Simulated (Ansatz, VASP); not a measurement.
# Cross-check of CoSi2 between VASP and Ansatz

Aim: how closely do two programs agree when they are given the same cell, functional and k mesh? The cell comes out of the VASP series on this material, whose earlier steps may have relaxed, scaled or displaced it; both programs get it as it stands.

Calculated with Ansatz 0.2.0; plane waves, with VASP 6.6.1 beside it; relaxation of cell and atoms at LDA.

## (1) Set-up

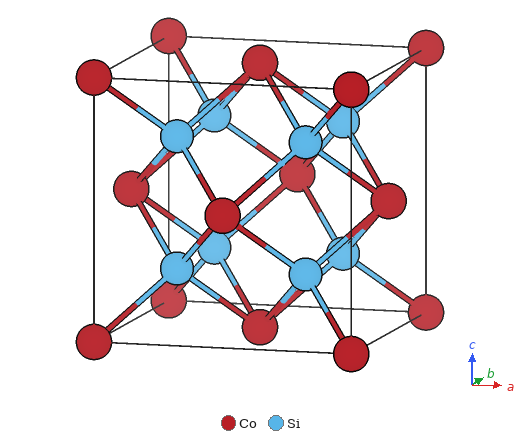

The starting structure, seen slightly off an axis (cobalt red, silicon blue). This picture shows the conventional cell, with its axes. Some periodic images of atoms are drawn too.

## (2) Ansatz: relaxation of cell and atoms, LDA

Ansatz runs on its default PAW (the set named soft_2) files.

The relaxed volume is the usual yardstick between codes: its relative difference is about their pressure difference at one cell divided by the bulk modulus.

input.yaml

```yaml
crystal:
  lattice:
    - [0.0, 2.6377471645, 2.6377471645]
    - [2.6377471645, 0.0, 2.6377471645]
    - [2.6377471645, 2.6377471645, 0.0]
  atoms:
    - { symbol: Co, position: [0.0, 0.0, 0.0] }
    - { symbol: Si, position: [0.25, 0.25, 0.25] }
    - { symbol: Si, position: [0.75, 0.75, 0.75] }
hamiltonian:
  xc: lda
  pseudopotentials: { kind: paw }
magnetization:
  spin_polarized: true
kpoints:
  mp_grid: { grid: [12, 12, 12] }
scf:
  occupations: { method: gaussian, width: 0.05 }
relax:
  f_tol: 0.01
  max_steps: 60
  cell: { stress_tol: 0.05 }
output:
  forces: true
  stress: true
  write_density: true
  write_potential: true
  elf: true
  volumetric_format: npy
```

Command:

```console
ansatz run input.yaml --threads 4 --pin off --max-ram 9216MiB --backend cpu --events-out ev --progress --plain --runs-dir out
```

Numbers of over 12 decimals in the logs are rounded to 6 here.

Log:

```text
band count auto-derived: 18 (N_el = 25.0; filled up to band 13; 17 by the electrons, moments and atoms)
Engine: ansatz 0.2.0, aarch64-unknown-linux-gnu
Pseudopotentials: kind: paw
Pseudopotential: Co, paw, valence charge 17, recommended cutoff 420 eV (normal), Co.paw.azcp
Pseudopotential: Si, paw, valence charge 4, recommended cutoff 420 eV (normal), Si.paw.azcp
Functional definition: SPW92
  exchange = slater_x
  correlation = pw_c
Crystal: 3 atoms, lattice volume = 36.705 Å³
Basis set: ecut = 420 eV, 725 PW (Γ)
Bands: 18, of which v1, the nominal top of the filled ones, is band 13 counted from 1 (12 counted from 0)
Symmetry: 48 space group operations
Space group: Fm-3m (ITA 225), of the structure as read, at distance tolerance 3.3e-5 Å
k-points: 72 of 1728
Non-local potential: Co, projectors of the file, l = 0: 3, l = 1: 2, l = 2: 3, l = 3: 1
Non-local potential: Si, projectors of the file, l = 0: 2, l = 1: 2, l = 2: 2
PAW form: soft (Blöchl's): semilocal exchange-correlation on the pseudo side does not see the compensation charge
PAW frozen core: Co, regenerated for the run's functional, and the local potential with it (the file was generated under x = pbe(κ = 0.804, μ = 0.219515), c = pbe(β = 0.066725))
PAW frozen core: Si, regenerated for the run's functional, and the local potential with it (the file was generated under x = pbe(κ = 0.804, μ = 0.219515), c = pbe(β = 0.066725))
PAW one-centre angular grid: Co, 590 points (default); XC on 64 Gauss nodes
PAW one-centre angular grid: Si, 110 points (default); XC on 64 Gauss nodes
Initial density: superposition of atomic densities (chi_scale 0.1, normalization cell, long waves kept (reshape's long-wave potential 0.00 eV rms))
Initial wavefunctions: pseudopotential atomic-orbital guess
Functional: x = slater, c = lda
SCF iter   1: F=—  HF=-6283.279371 eV  |F-HF|=—  |Δ(HF+E_count)|=         —  Δρ=6.53e-2 (↑6.53e-2 ↓6.53e-2)  dr2=7.61e0  dr2_m=0.00e0  M=0.000 μB ∫|m|=0.000 μB  β_m=0.30  ethr=3.10e-3  ⟨swp⟩=5.7  Hψ=6616  notcnv=0
preconditioner: auto → none  [insulator: Δε(μ)=0.083 eV  Ē_g=9.802 eV  σ=0.050 eV  W_gap=0.73  n_scr=14 (ndim 8)  ℏωp=25.3 eV  f_vac=0.000  D(μ)=0.71/eV (n_scr^D=0)  ε∞_Penn≈7.6]
SCF iter   2: F=—  HF=-6283.845028 eV  |F-HF|=—  |Δ(HF+E_count)|=   5.66e-1  Δρ=1.37e-1 (↑1.37e-1 ↓1.37e-1)  dr2=1.71e1  dr2_m=0.00e0  M=0.000 μB ∫|m|=0.000 μB  β_m=0.21  ethr=3.10e-3  ⟨swp⟩=3.0  Hψ=3366  notcnv=0  defer=100  recentre
preconditioner: auto → Kerker (q_TF=auto, 2.559 Å⁻¹)  [metal: Δε(μ)=0.042 eV  Ē_g=9.038 eV  σ=0.050 eV  W_gap=0.44  n_scr=14 (ndim 8)  ℏωp=25.3 eV  f_vac=0.000  D(μ)=1.03/eV (n_scr^D=8)]
spin=Collinear: Kerker preconditioning applied to the charge; magnetization (m = ρ↑ − ρ↓) channel mixes plain (no charge-response kernel on spin).
SCF iter   3: F=—  HF=-6281.303640 eV  |F-HF|=—  |Δ(HF+E_count)|=    2.54e0  Δρ=4.97e-2 (↑4.88e-2 ↓4.97e-2)  dr2=7.53e-1  dr2_m=6.92e-1  M=1.241 μB ∫|m|=1.241 μB  ethr=3.10e-3  ⟨swp⟩=2.7  Hψ=3155  notcnv=0  defer=96
Mixer restart at iter 3: flushing history
SCF iter   4: F=—  HF=-6282.153315 eV  |F-HF|=—  |Δ(HF+E_count)|=         —  Δρ=4.19e-2 (↑3.90e-2 ↓4.19e-2)  dr2=9.08e-1  dr2_m=4.08e-1  M=0.189 μB ∫|m|=0.195 μB  β_m=0.22  ethr=3.01e-3  ⟨swp⟩=3.1  Hψ=6287  notcnv=0  defer=48
SCF iter   5: F=—  HF=-6282.092581 eV  |F-HF|=—  |Δ(HF+E_count)|=   6.07e-2  Δρ=3.59e-2 (↑3.59e-2 ↓3.24e-2)  dr2=5.99e-1  dr2_m=2.85e-1  M=0.144 μB ∫|m|=0.150 μB  β_m=0.61  ethr=3.01e-3  ⟨swp⟩=1.0  Hψ=3125  notcnv=0  defer=55
SCF iter   6: F=—  HF=-6282.067670 eV  |F-HF|=—  |Δ(HF+E_count)|=   2.49e-2  Δρ=3.73e-2 (↑3.06e-2 ↓3.73e-2)  dr2=1.20e0  dr2_m=3.85e-3  M=0.008 μB ∫|m|=0.026 μB  β_m=0.43  ethr=2.39e-3  ⟨swp⟩=2.3  Hψ=4891  notcnv=0  defer=65
Mixer restart at iter 6: flushing history
SCF iter   7: F=—  HF=-6281.925524 eV  |F-HF|=—  |Δ(HF+E_count)|=         —  Δρ=4.63e-3 (↑4.63e-3 ↓4.63e-3)  dr2=2.65e-2  dr2_m=0.00e0  M=0.000 μB ∫|m|=0.000 μB  β_m=0.43  ethr=2.39e-3  ⟨swp⟩=5.6  Hψ=4961  notcnv=0  defer=28
SCF iter   8: F=—  HF=-6281.926442 eV  |F-HF|=—  |Δ(HF+E_count)|=   9.18e-4  Δρ=3.18e-3 (↑3.18e-3 ↓3.18e-3)  dr2=1.29e-2  dr2_m=0.00e0  M=0.000 μB ∫|m|=0.000 μB  β_m=0.42  ethr=1.06e-4  ⟨swp⟩=2.0  Hψ=2401  notcnv=0  defer=95
SCF iter   9: F=—  HF=-6281.925606 eV  |F-HF|=—  |Δ(HF+E_count)|=   8.36e-4  Δρ=3.42e-3 (↑3.42e-3 ↓3.42e-3)  dr2=1.37e-2  dr2_m=0.00e0  M=0.000 μB ∫|m|=0.000 μB  β_m=0.21  ethr=5.17e-5  ⟨swp⟩=2.1  Hψ=1919  notcnv=0  defer=95
SCF iter  10: F=—  HF=-6281.924780 eV  |F-HF|=—  |Δ(HF+E_count)|=   8.26e-4  Δρ=9.79e-4 (↑9.79e-4 ↓9.79e-4)  dr2=2.14e-3  dr2_m=0.00e0  M=0.000 μB ∫|m|=0.000 μB  β_m=0.56  ethr=5.17e-5  ⟨swp⟩=2.2  Hψ=1543  notcnv=0  defer=95
SCF iter  11: F=—  HF=-6281.924521 eV  |F-HF|=—  |Δ(HF+E_count)|=   2.59e-4  Δρ=8.89e-4 (↑8.89e-4 ↓8.89e-4)  dr2=9.17e-4  dr2_m=0.00e0  M=0.000 μB ∫|m|=0.000 μB  β_m=0.78  ethr=8.57e-6  ⟨swp⟩=2.1  Hψ=1745  notcnv=0  defer=95
SCF iter  12: F=—  HF=-6281.924447 eV  |F-HF|=—  |Δ(HF+E_count)|=   7.41e-5  Δρ=3.70e-4 (↑3.70e-4 ↓3.70e-4)  dr2=1.61e-4  dr2_m=0.00e0  M=0.000 μB ∫|m|=0.000 μB  β_m=0.74  ethr=3.67e-6  ⟨swp⟩=1.0  Hψ=1200  notcnv=0  defer=95
[...]
Stability of the state it starts from, as read at its close in the collinear treatment: not read negative (Ritz values of 1 − χ₀K, real part plus size of imaginary part, from 0.88 to 1.0, by its mixing steps under the symmetry group of the SCF that read it); nothing settles its magnetic order
iter 1 solved again at ethr=7.59e-7 eV; its pass at ethr=3.10e-3 eV (dr2=1.90e-4 eV) is discarded
SCF iter   1: F=—  HF=-6281.924432 eV  |F-HF|=—  |Δ(HF+E_count)|=         —  Δρ=2.22e-6 (↑2.22e-6 ↓2.22e-6)  dr2=4.45e-9  dr2_m=0.00e0  M=0.000 μB ∫|m|=0.000 μB  β_m=0.30  ethr=7.59e-7  ⟨swp⟩=3.0  Hψ=9711  notcnv=0
eigensolver tolerance schedule: the retry pair's looser diagonalisation over-reported the residual by 42640.11 of it (diagonalisation noise at an unbounded share of the residual, at the tolerance the schedule requests for it); recorded, not acted on — ethr = c·dr2/N_el stays at c = 1.0e-1
preconditioner: auto → Kerker (q_TF=auto, 2.559 Å⁻¹)  [metal: Δε(μ)=0.044 eV  Ē_g=9.165 eV  σ=0.050 eV  W_gap=0.46  n_scr=14 (ndim 8)  ℏωp=25.3 eV  f_vac=0.000  D(μ)=0.96/eV (n_scr^D=8)]
spin=Collinear: Kerker preconditioning applied to the charge; magnetization (m = ρ↑ − ρ↓) channel mixes plain (no charge-response kernel on spin).
SCF iter   2: F=—  HF=-6281.924433 eV  |F-HF|=—  |Δ(HF+E_count)|=   5.07e-7  Δρ=9.98e-7 (↑9.98e-7 ↓9.98e-7)  dr2=8.09e-10  dr2_m=0.00e0  M=0.000 μB ∫|m|=0.000 μB  β_m=0.26  ethr=1.78e-11  ⟨swp⟩=8.0  Hψ=6801  notcnv=0
SCF iter   3: F=-6281.924433 eV  HF=-6281.924433 eV  |F-HF|=6.18e-11  |Δ(HF+E_count)|=  1.21e-10  Δρ=3.34e-7 (↑3.34e-7 ↓3.34e-7)  dr2=1.11e-10  dr2_m=0.00e0  M=0.000 μB ∫|m|=0.000 μB  ethr=3.23e-12  ⟨swp⟩=4.6  Hψ=5640  notcnv=0
SCF 2 converged in 3 iterations: F = -6281.924433 eV  dr2 = 1.11e-10
relax step   1: F+E_penalty+E_count = -6281.92443256 eV  Δ(F+E_penalty+E_count) = +0.000e0 eV  max|allowed force component| = 2.159e-17 eV/Å  Δτ_max = 0.0000 Å  P = -0.221 GPa  Ω = 36.705 Å³  (3 SCF iters, dr2 threshold 1.00e-7 eV, accepted)
[...]
relax step   2: F+E_penalty+E_count = -6281.92447186 eV  Δ(F+E_penalty+E_count) = -3.931e-5 eV  max|allowed force component| = 1.727e-16 eV/Å  Δτ_max = 0.0000 Å  P = -0.095 GPa  Ω = 36.683 Å³  energy of the carried Pulay correction = +1.713e-5 eV  (4 SCF iters, dr2 threshold 1.22e-7 eV, accepted)
[...]
relax step   3: F+E_penalty+E_count = -6281.92448983 eV  Δ(F+E_penalty+E_count) = -1.796e-5 eV  max|allowed force component| = 2.375e-16 eV/Å  Δτ_max = 0.0000 Å  P = -0.000 GPa  Ω = 36.666 Å³  energy of the carried Pulay correction = +3.002e-5 eV  (4 SCF iters, dr2 threshold 2.24e-8 eV, accepted)
[...]
relax step   4: F+E_penalty+E_count = -6281.92447335 eV  Δ(F+E_penalty+E_count) = +1.648e-5 eV  max|allowed force component| = 1.850e-16 eV/Å  Δτ_max = 0.0000 Å  P = -0.002 GPa  Ω = 36.666 Å³  stress off target by 1.77e-3 GPa  SCF on the basis re-selected at this cell (its energy is not comparable with the rows above)  (7 SCF iters)
basis re-selected at this cell: Δ(F+E_penalty+E_count) = +1.648e-5 eV, ΔP = -0.002 GPa vs the last step (what re-selecting the basis moved, of the pressure what is left beyond the Pulay correction that the steps carried, after the strain that the cell walked since its last selection, with what the two solves' SCF thresholds leave and, on support functions, any second-order correction that the steps lacked; it is no m [...]
SCF converged after 7 iterations
Magnetization: 0.0000 μB (12.5000 up, 12.5000 down)
Absolute magnetization: 0.0000 μB (∫|ρ↑−ρ↓|)
Spin contamination: 0.0000 ħ² per cell (⟨S²⟩ above its minimum at these occupations)
Per-site moments (μB) at R_I (Å): [(0.0, 0.941959), (0.0, 0.941959), (0.0, 0.941959)]
Free energy (F): -6281.924473 eV
Harris-Foulkes:  -6281.924473 eV  (|F-HF|=8.19e-12)
Internal energy: -6281.923277 eV  (E = F + TS)
E sigma→0 (E₀):  -6281.923875 eV
Entropy (-TS):   -0.001196 eV (-0.399 meV/atom)
Fermi energy:    13.367479 eV
--- Per-component energies (eV) ---
  E_band       = -271.221507
  E_kinetic    = 552.064166
  E_local      = -4052.610163  (includes V_loc(G=0)·N_el)
  E_nonlocal   = 510.121546
  E_hartree    = 1763.076324
  E_xc         = -273.717221
  E_vxc        = -307.501929  (∫ρ·V_xc dr)
  E_paw        = -2426.732978  (= ΣΔE_a)
  E_vpaw       = -499.447511  (= ΣTr[D̂ρ^β])
  E_aug_tail   = 0.000011  (compensation charges beyond the density's cutoff)
  E_ewald      = -2354.711874
  E_core_change = 0.586912  (= ΣΔE_core)
  E_smearing   = -0.001196  (= −TS)
  E_closure    = 0.000000  (closes the sum)
  Σ components = -6281.924473   (vs F -6281.924473, Δ=0.00e0)
--- Forces (eV/Å), atoms counted from 1 ---
  atom   1  Co    -0.00000000     0.00000000    -0.00000000
  atom   2  Si    -0.00000000     0.00000000     0.00000000
  atom   3  Si    -0.00000000    -0.00000000    -0.00000000
  max |Σ_I F_I| component: 1.11e-16 eV/Å
--- Stress (GPa, compression-positive) ---
       -0.001768      -0.000000       0.000000
        0.000000      -0.001768      -0.000000
       -0.000000       0.000000      -0.001768
  P = ⅓ Tr σ = -0.0018 GPa (-0.018 kbar)
--- Band table (eV; the first three rows and the last of 144) ---
  k-point 0 ↑: bands = [... 9 lower, 11.3117, 14.4949, 16.8438, 16.8438, 16.8438, 17.0011, 17.0011, 17.0011, ... 1 higher]
  k-point 1 ↑: bands = [... 9 lower, 11.2783, 14.5095, 15.4866, 16.1479, 16.1479, 17.7381, 17.7381, 18.5051, ... 1 higher]
  k-point 2 ↑: bands = [... 9 lower, 11.2056, 13.5645, 15.3963, 15.3963, 15.4418, 17.9050, 17.9050, 18.5615, ... 1 higher]
  k-point 71 ↓: bands = [... 9 lower, 10.9230, 11.2511, 11.8066, 12.6552, 17.2153, 17.2153, 19.2420, 20.1521, ... 1 higher]
--- Relaxed structure (3 steps of the walk, 3 accepted, 1 SCFs on fresh bases) ---
  F+E_penalty+E_count = -6281.92447335 eV   max|allowed force component| = 1.850e-16 eV/Å   (the final SCF, on the basis selected at the relaxed cell)
  cell:  # Å, volume = 36.6659 Å³
    - [0, 2.636801, 2.636801]
    - [2.636801, 0, 2.636801]
    - [2.636801, 2.636801, 0]
  atoms:
    - { symbol: Co, position: [0, 0, 0] }
    - { symbol: Si, position: [0.25, 0.25, 0.25] }
    - { symbol: Si, position: [0.75, 0.75, 0.75] }
```

Run time: 7.2 s. Hardware: 4 threads of Arm Neoverse N1, shared host; peak memory 0.39 GiB.

[end of part 1 of 2]

[Lines on the potential files, build, host, timing and source positions are cut from VASP's logs without a mark.]

[Logs are printed without paths, hosts, clocks, repeated set-up lines and the standing remarks that a program may print on its own settings, such as how far it seeks lower states.]

[Hosts, paths, dates, database ids (printed as entryN), source tags and the programs' standing remarks are cut or masked in the printed files.]
